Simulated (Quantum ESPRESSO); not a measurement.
# MnO2: parallel and opposed starts

Wanted: the moments of MnO2 and the energy of each order that was tried.

Method: LDA; plane waves with GBRV 1.5 LDA potentials, no spin-orbit coupling, in Quantum ESPRESSO 7.5.

## (1) The structure

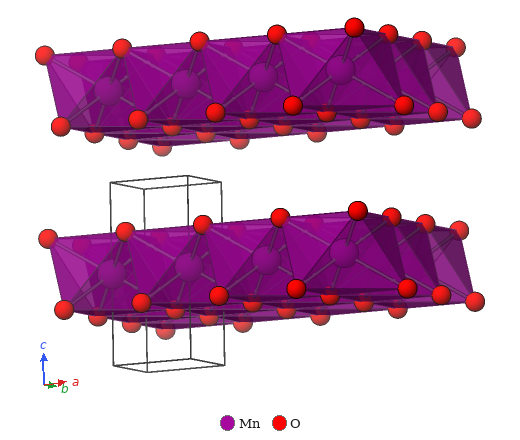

Start, viewed slightly off an axis; manganese purple, oxygen red. 3×2×2 cells are drawn. Some periodic images of atoms are drawn too.

The cell comes from Materials Project 2023-11-01, a database of computed structures, and need not be the stable phase.

## (2) Run 1 (ferro +)

The signs are those of the starting moments on the seeded atoms, the atoms that are given a moment.

pw.in

```
&CONTROL
  calculation = 'scf'
  prefix = 'pwscf'
  outdir = './tmp'
  pseudo_dir = './pseudo'
  disk_io = 'nowf'
/
&SYSTEM
  ibrav = 0
  celldm(1) = 8
  nat = 3
  ntyp = 2
  ecutwfc = 40
  ecutrho = 280
  nbnd = 23
  occupations = 'smearing'
  smearing = 'fd'
  degauss = 0.00734986
  nspin = 2
  starting_magnetization(1) = 0.3
  starting_magnetization(2) = 0
/
&ELECTRONS
  conv_thr = 6d-09
  electron_maxstep = 150
  mixing_beta = 0.3
/
ATOMIC_SPECIES
Mn     54.9380 mn_lda_v1.5.uspp.F.UPF
O      15.9990 o_lda_v1.2.uspp.F.UPF
CELL_PARAMETERS alat
   0.6747688018172    0.0000000000000    0.0000000000000
  -0.3373844009086    0.5843669240732    0.0000000000000
   0.0000000000000    0.0000000000000    1.0869170960348
ATOMIC_POSITIONS crystal
Mn      0.0000000000    0.0000000000    0.5000000000
O       0.6666666700    0.3333333300    0.2937074300
O       0.3333333300    0.6666666700    0.7062925700
K_POINTS automatic
8 8 8 0 0 0
```

Launch:

```console
> OMP_NUM_THREADS=1 mpirun -n 2 pw.x -nk 2 -in pw.in > pw.out
```

The log of the run:

```text
Program PWSCF v.7.5 starts

     Message from routine setup:
     using ibrav=0 with symmetry is DISCOURAGED, use correct ibrav instead

     K-points division:     npool     =       2
     Subspace diagonalization in iterative solution of the eigenvalue problem:

     G-vector sticks info
     --------------------
     sticks:   dense  smooth     PW     G-vecs:    dense   smooth      PW
     Sum         559     313    109                17345     7487    1363

     Using Slab Decomposition

     bravais-lattice index     =            0
     lattice parameter (alat)  =       8.0000  a.u.
     unit-cell volume          =     219.4356 (a.u.)^3
     number of atoms/cell      =            3
     number of atomic types    =            2
     number of electrons       =        27.00
     number of Kohn-Sham states=           23
     kinetic-energy cutoff     =      40.0000  Ry
     charge density cutoff     =     280.0000  Ry
     scf convergence threshold =      6.0E-09
     mixing beta               =       0.3000
     number of iterations used =            8  plain     mixing
     Exchange-correlation= SLA  PZ   NOGX NOGC
                           (   1   1   0   0   0   0   0)

     celldm(1)=   8.000000  celldm(2)=   0.000000  celldm(3)=   0.000000
     celldm(4)=   0.000000  celldm(5)=   0.000000  celldm(6)=   0.000000

     crystal axes: (cart. coord. in units of alat)
               a(1) = (   0.674769   0.000000   0.000000 )
               a(2) = (  -0.337384   0.584367   0.000000 )
               a(3) = (   0.000000   0.000000   1.086917 )

     reciprocal axes: (cart. coord. in units 2 pi/alat)
               b(1) = (  1.481989  0.855627 -0.000000 )
               b(2) = (  0.000000  1.711254  0.000000 )
               b(3) = (  0.000000 -0.000000  0.920033 )

     PseudoPot. # 1 for Mn read from file:
     mn_lda_v1.5.uspp.F.UPF
     Pseudo is Ultrasoft + core correction, Zval = 15.0
     Generated by new atomic code, or converted to UPF format
     Using radial grid of  859 points,  6 beta functions with:
                l(1) =   0
                l(2) =   0
                l(3) =   1
                l(4) =   1
                l(5) =   2
                l(6) =   2
     Q(r) pseudized with  8 coefficients,  rinner =    0.950   0.950   0.950
                                                       0.950   0.950

     PseudoPot. # 2 for O  read from file:
     o_lda_v1.2.uspp.F.UPF
     Pseudo is Ultrasoft + core correction, Zval =  6.0
     Generated by new atomic code, or converted to UPF format
     Using radial grid of  737 points,  5 beta functions with:
                l(1) =   0
                l(2) =   0
                l(3) =   1
                l(4) =   1
                l(5) =   2
     Q(r) pseudized with  8 coefficients,  rinner =    0.900   0.900   0.900
                                                       0.900   0.900

     atomic species   valence    mass     pseudopotential
     Mn               15.00    54.93800     Mn( 1.00)
     O                 6.00    15.99900     O ( 1.00)

     Starting magnetic structure
     atomic species   magnetization
     Mn              0.300
     O               0.000

     12 Sym. Ops., with inversion, found

   Cartesian axes

     site n.     atom                  positions (alat units)
         1        Mn     tau(   1) = (   0.0000000   0.0000000   0.5434585  )
         2        O      tau(   2) = (   0.3373844   0.1947890   0.3192356  )
         3        O      tau(   3) = (  -0.0000000   0.3895780   0.7676815  )

     number of k points=    65  Fermi-Dirac smearing, width (Ry)=  0.0073
                       cart. coord. in units 2pi/alat
        k(    1) = (   0.0000000   0.0000000   0.0000000), wk =   0.0019531
        k(    2) = (   0.0000000   0.0000000   0.1150042), wk =   0.0039062
        k(    3) = (   0.0000000   0.0000000   0.2300083), wk =   0.0039062
        k(    4) = (   0.0000000   0.0000000   0.3450125), wk =   0.0039062
        k(    5) = (   0.0000000   0.0000000  -0.4600167), wk =   0.0019531
        [... 60 further k-points ...]

     Dense  grid:    17345 G-vectors     FFT dimensions: (  30,  30,  48)

     Smooth grid:     7487 G-vectors     FFT dimensions: (  24,  24,  36)

     Check: negative core charge=   -0.000041
     Generating pointlists ...
     new r_m :   0.1854 (alat units)  1.4833 (a.u.) for type    1
     new r_m :   0.1854 (alat units)  1.4833 (a.u.) for type    2

     Initial potential from superposition of free atoms

     starting charge      26.4999, renormalised to      27.0000
     Starting wfcs are   21 randomized atomic wfcs +    2 random wfcs

     Self-consistent Calculation

     iteration #  1     ecut=    40.00 Ry     beta= 0.30
     Davidson diagonalization with overlap
     ethr =  1.00E-02,  avg # of iterations =  5.3

     total energy              =    -275.21204261 Ry
     estimated scf accuracy    <       2.28454497 Ry

     total magnetization       =     3.00 Bohr mag/cell
     absolute magnetization    =     3.07 Bohr mag/cell

     iteration #  2     ecut=    40.00 Ry     beta= 0.30
     Davidson diagonalization with overlap
     ethr =  8.46E-03,  avg # of iterations =  1.7

     total energy              =    -275.40083699 Ry
     estimated scf accuracy    <       2.37690198 Ry

     total magnetization       =     2.55 Bohr mag/cell
     absolute magnetization    =     2.56 Bohr mag/cell

     iteration #  3     ecut=    40.00 Ry     beta= 0.30
     Davidson diagonalization with overlap
     ethr =  8.46E-03,  avg # of iterations =  1.0

     total energy              =    -275.76198403 Ry
     estimated scf accuracy    <       0.25197452 Ry

     total magnetization       =     3.00 Bohr mag/cell
     absolute magnetization    =     3.13 Bohr mag/cell

     [... further iterations left out ...]

     iteration # 10     ecut=    40.00 Ry     beta= 0.30
     Davidson diagonalization with overlap
     ethr =  9.76E-08,  avg # of iterations =  1.5

     total energy              =    -275.82055218 Ry
     estimated scf accuracy    <       0.00000136 Ry

     total magnetization       =     2.99 Bohr mag/cell
     absolute magnetization    =     3.02 Bohr mag/cell

     iteration # 11     ecut=    40.00 Ry     beta= 0.30
     Davidson diagonalization with overlap
     ethr =  5.04E-09,  avg # of iterations =  1.4

     total energy              =    -275.82055246 Ry
     estimated scf accuracy    <       0.00000015 Ry

     total magnetization       =     2.99 Bohr mag/cell
     absolute magnetization    =     3.02 Bohr mag/cell

     iteration # 12     ecut=    40.00 Ry     beta= 0.30
     Davidson diagonalization with overlap
     ethr =  5.41E-10,  avg # of iterations =  1.5

     total energy              =    -275.82055250 Ry
     estimated scf accuracy    <       0.00000001 Ry

     total magnetization       =     2.99 Bohr mag/cell
     absolute magnetization    =     3.02 Bohr mag/cell

     iteration # 13     ecut=    40.00 Ry     beta= 0.30
     Davidson diagonalization with overlap
     ethr =  3.84E-11,  avg # of iterations =  1.5

     Magnetic moment per site  (integrated on atomic sphere of radius R)
     atom   1 (R=0.185)  charge= 11.7444  magn=  2.4792
     atom   2 (R=0.185)  charge=  5.2101  magn=  0.0541
     atom   3 (R=0.185)  charge=  5.2101  magn=  0.0541

     End of self-consistent calculation

     Number of k-points >= 100: set verbosity='high' to print the bands.

     the Fermi energy is     7.9162 ev

!    total energy              =    -275.82055251 Ry
     estimated scf accuracy    <          5.2E-10 Ry
     smearing contrib. (-TS)   =      -0.00037564 Ry
     internal energy E=F+TS    =    -275.82017687 Ry

     The total energy is F=E-TS. E is the sum of the following terms:
     one-electron contribution =    -192.64071303 Ry
     hartree contribution      =     107.16237167 Ry
     xc contribution           =     -40.44208169 Ry
     ewald contribution        =    -149.89975381 Ry

     total magnetization       =     2.99 Bohr mag/cell
     absolute magnetization    =     3.02 Bohr mag/cell

     convergence has been achieved in  13 iterations

=------------------------------------------------------------------------------=
   JOB DONE.
=------------------------------------------------------------------------------=
```

The job ended after 27 s (2 MPI ranks of Arm Neoverse V1, shared host; peak memory 0.21 GiB; 54 s of CPU time).

Spin moment in the atom's sphere by atom:

| atom | spin moment in the atom's sphere (μB) |
| --- | --- |
| Mn1 | 2.48 |
| O2 | 0.05 |
| O3 | 0.05 |

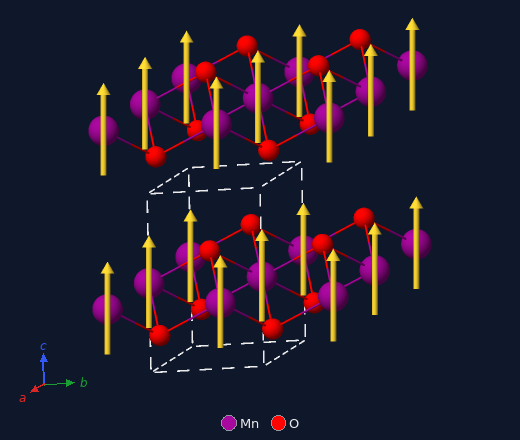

Spin moment in the atom's sphere as arrows, the longest 2.48 μB. Up and down stand for the sign. Arrows give size and sign along the axis of quantisation, drawn up and down the page. 2×2×2 cells are drawn. Some periodic images of atoms are drawn too.

This step gave:

```
smearing term TS       : 0.005111 eV
magnetization          : 2.988 μB
absolute magnetization : 3.018 μB
final state            : ferromagnetic
```

## (3) Run 2 (antiferro q=(0,0,1/2) +−)

This order needs a doubled cell of 6 atoms. The wavevector q is in fractions of the reciprocal vectors of the crystal's primitive cell, as the cells of these inputs are built from it; moments change sign between cells as cos(2π q·R).

pw.in

```
&CONTROL
  calculation = 'scf'
  prefix = 'pwscf'
  outdir = './tmp'
  pseudo_dir = './pseudo'
  disk_io = 'nowf'
/
&SYSTEM
  ibrav = 0
  celldm(1) = 8
  nat = 6
  ntyp = 3
  ecutwfc = 40
  ecutrho = 280
  nbnd = 37
  occupations = 'smearing'
  smearing = 'fd'
  degauss = 0.00734986
  nspin = 2
  starting_magnetization(1) = 0.3
  starting_magnetization(2) = -0.3
  starting_magnetization(3) = 0
/
&ELECTRONS
  conv_thr = 1.2d-08
  electron_maxstep = 150
  mixing_beta = 0.3
/
ATOMIC_SPECIES
Mn1    54.9380 mn_lda_v1.5.uspp.F.UPF
Mn2    54.9380 mn_lda_v1.5.uspp.F.UPF
O      15.9990 o_lda_v1.2.uspp.F.UPF
CELL_PARAMETERS alat
   0.6747688018172    0.0000000000000    0.0000000000000
  -0.3373844009086    0.5843669240732    0.0000000000000
   0.0000000000000    0.0000000000000    2.1738341920697
ATOMIC_POSITIONS crystal
Mn1     0.0000000000    0.0000000000    0.2500000000
Mn2     0.0000000000    0.0000000000    0.7500000000
O       0.6666666700    0.3333333300    0.1468537150
O       0.6666666700    0.3333333300    0.6468537150
O       0.3333333300    0.6666666700    0.3531462850
O       0.3333333300    0.6666666700    0.8531462850
K_POINTS automatic
8 8 4 0 0 0
```

The log of the run:

```text
[banner, memory and clock lines left out]
Program PWSCF v.7.5 starts

     Message from routine setup:
     using ibrav=0 with symmetry is DISCOURAGED, use correct ibrav instead

     bravais-lattice index     =            0
     lattice parameter (alat)  =       8.0000  a.u.
     unit-cell volume          =     438.8711 (a.u.)^3
     number of atoms/cell      =            6
     number of atomic types    =            3
     number of electrons       =        54.00
     number of Kohn-Sham states=           37
     kinetic-energy cutoff     =      40.0000  Ry
     charge density cutoff     =     280.0000  Ry
     scf convergence threshold =      1.2E-08
     mixing beta               =       0.3000
     number of iterations used =            8  plain     mixing
     Exchange-correlation= SLA  PZ   NOGX NOGC
                           (   1   1   0   0   0   0   0)

     celldm(1)=   8.000000  celldm(2)=   0.000000  celldm(3)=   0.000000
     celldm(4)=   0.000000  celldm(5)=   0.000000  celldm(6)=   0.000000

     crystal axes: (cart. coord. in units of alat)
               a(1) = (   0.674769   0.000000   0.000000 )
               a(2) = (  -0.337384   0.584367   0.000000 )
               a(3) = (   0.000000   0.000000   2.173834 )

     reciprocal axes: (cart. coord. in units 2 pi/alat)
               b(1) = (  1.481989  0.855627 -0.000000 )
               b(2) = (  0.000000  1.711254  0.000000 )
               b(3) = (  0.000000 -0.000000  0.460017 )

     PseudoPot. # 1 for Mn read from file:
     mn_lda_v1.5.uspp.F.UPF
     Pseudo is Ultrasoft + core correction, Zval = 15.0

     PseudoPot. # 2 for Mn read from file:
     mn_lda_v1.5.uspp.F.UPF
     Pseudo is Ultrasoft + core correction, Zval = 15.0

     PseudoPot. # 3 for O  read from file:
     o_lda_v1.2.uspp.F.UPF
     Pseudo is Ultrasoft + core correction, Zval =  6.0

     atomic species   valence    mass     pseudopotential
     Mn1              15.00    54.93800     Mn( 1.00)
     Mn2              15.00    54.93800     Mn( 1.00)
     O                 6.00    15.99900     O ( 1.00)

     Starting magnetic structure
     atomic species   magnetization
     Mn1             0.300
     Mn2            -0.300
     O               0.000

     12 Sym. Ops., with inversion, found ( 6 have fractional translation)

   Cartesian axes

     site n.     atom                  positions (alat units)
         1        Mn1    tau(   1) = (   0.0000000   0.0000000   0.5434585  )
         2        Mn2    tau(   2) = (   0.0000000   0.0000000   1.6303756  )
         3        O      tau(   3) = (   0.3373844   0.1947890   0.3192356  )
         4        O      tau(   4) = (   0.3373844   0.1947890   1.4061527  )
         5        O      tau(   5) = (  -0.0000000   0.3895780   0.7676815  )
         6        O      tau(   6) = (  -0.0000000   0.3895780   1.8545986  )

     number of k points=    35  Fermi-Dirac smearing, width (Ry)=  0.0073
                       cart. coord. in units 2pi/alat
        k(    1) = (   0.0000000   0.0000000   0.0000000), wk =   0.0039062
        k(    2) = (   0.0000000   0.0000000   0.1150042), wk =   0.0078125
        k(    3) = (   0.0000000   0.0000000  -0.2300083), wk =   0.0039062
        k(    4) = (   0.0000000   0.2139067   0.0000000), wk =   0.0234375
        k(    5) = (   0.0000000   0.2139067   0.1150042), wk =   0.0234375
        [... 30 further k-points ...]

     Dense  grid:    34707 G-vectors     FFT dimensions: (  30,  30,  96)

     Smooth grid:    14963 G-vectors     FFT dimensions: (  24,  24,  72)

     Check: negative core charge=   -0.000041
     Generating pointlists ...
     new r_m :   0.1854 (alat units)  1.4833 (a.u.) for type    1
     new r_m :   0.1854 (alat units)  1.4833 (a.u.) for type    2
     new r_m :   0.1854 (alat units)  1.4833 (a.u.) for type    3

     Initial potential from superposition of free atoms

     starting charge      52.9999, renormalised to      54.0000
     Starting wfcs are   42 randomized atomic wfcs

     Self-consistent Calculation

     iteration #  1     ecut=    40.00 Ry     beta= 0.30
     Davidson diagonalization with overlap
     ethr =  1.00E-02,  avg # of iterations =  3.2

     total energy              =    -550.43534975 Ry
     estimated scf accuracy    <       4.53199993 Ry

     total magnetization       =    -0.00 Bohr mag/cell
     absolute magnetization    =     6.15 Bohr mag/cell

     iteration #  2     ecut=    40.00 Ry     beta= 0.30
     Davidson diagonalization with overlap
     ethr =  8.39E-03,  avg # of iterations =  2.0

     total energy              =    -550.86451808 Ry
     estimated scf accuracy    <       4.39817124 Ry

     total magnetization       =    -0.00 Bohr mag/cell
     absolute magnetization    =     5.33 Bohr mag/cell

     [... further iterations left out ...]

     iteration # 12     ecut=    40.00 Ry     beta= 0.30
     Davidson diagonalization with overlap
     ethr =  2.28E-09,  avg # of iterations =  1.4

     total energy              =    -551.64112035 Ry
     estimated scf accuracy    <       0.00000037 Ry

     total magnetization       =     0.00 Bohr mag/cell
     absolute magnetization    =     6.03 Bohr mag/cell

     iteration # 13     ecut=    40.00 Ry     beta= 0.30
     Davidson diagonalization with overlap
     ethr =  6.86E-10,  avg # of iterations =  2.0

     Magnetic moment per site  (integrated on atomic sphere of radius R)
     atom   1 (R=0.185)  charge= 11.7445  magn=  2.4775
     atom   2 (R=0.185)  charge= 11.7445  magn= -2.4774
     atom   3 (R=0.185)  charge=  5.2100  magn=  0.0543
     atom   4 (R=0.185)  charge=  5.2100  magn= -0.0543
     atom   5 (R=0.185)  charge=  5.2100  magn=  0.0543
     atom   6 (R=0.185)  charge=  5.2100  magn= -0.0543

     End of self-consistent calculation

     [... lines left out ...]
     the Fermi energy is     7.8904 ev

!    total energy              =    -551.64112042 Ry
     estimated scf accuracy    <          8.3E-09 Ry
     smearing contrib. (-TS)   =      -0.00064576 Ry
     internal energy E=F+TS    =    -551.64047467 Ry

     The total energy is F=E-TS. E is the sum of the following terms:
     one-electron contribution =    -385.28378168 Ry
     hartree contribution      =     214.32657191 Ry
     xc contribution           =     -80.88375728 Ry
     ewald contribution        =    -299.79950762 Ry

     total magnetization       =     0.00 Bohr mag/cell
     absolute magnetization    =     6.03 Bohr mag/cell

     convergence has been achieved in  13 iterations
```

Run time: 56 s. Hardware: 2 MPI ranks; peak memory 0.28 GiB.

Spin moment in the atom's sphere by atom:

| atom | spin moment in the atom's sphere (μB) |
| --- | --- |
| Mn1 | 2.48 |
| Mn2 | -2.48 |
| O3 | 0.05 |
| O4 | -0.05 |
| O5 | 0.05 |
| O6 | -0.05 |

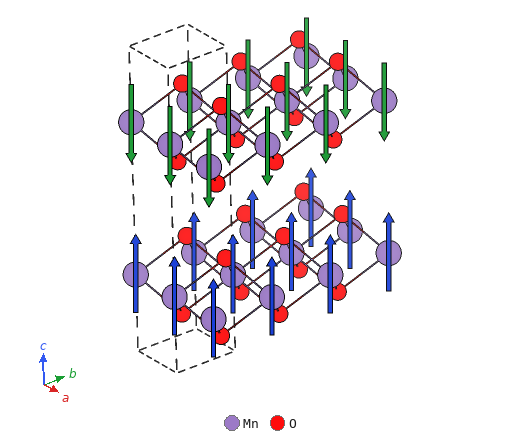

Spin moment in the atom's sphere as arrows, the longest 2.48 μB. Up and down stand for the sign. Arrows give size and sign along the axis of quantisation, drawn up and down the page. The two directions have two colours. 2×3×1 cells are drawn. Some periodic images of atoms are drawn too.

Numbers from this step:

| Item | Value |
| --- | --- |
| smearing term TS | 0.008786 eV |
| magnetization | 0 μB |
| absolute magnetization | 6.032 μB |
| final state | antiferromagnetic |

(Continued in part 2 of 2.)

[Logs and program files are shortened in this print: banners, set-up blocks, solver, clock and traceback lines can be left out without a mark of their own.]

[Logs are printed without paths, hosts, clocks, repeated set-up lines and the standing remarks that a program may print on its own settings, such as how far it seeks lower states.]

[Hosts, paths, dates, database ids (printed as entryN), source tags and the programs' standing remarks are cut or masked in the printed files.]

[Where a cell is said to come from a database of computed structures, the database is the Materials Project.]
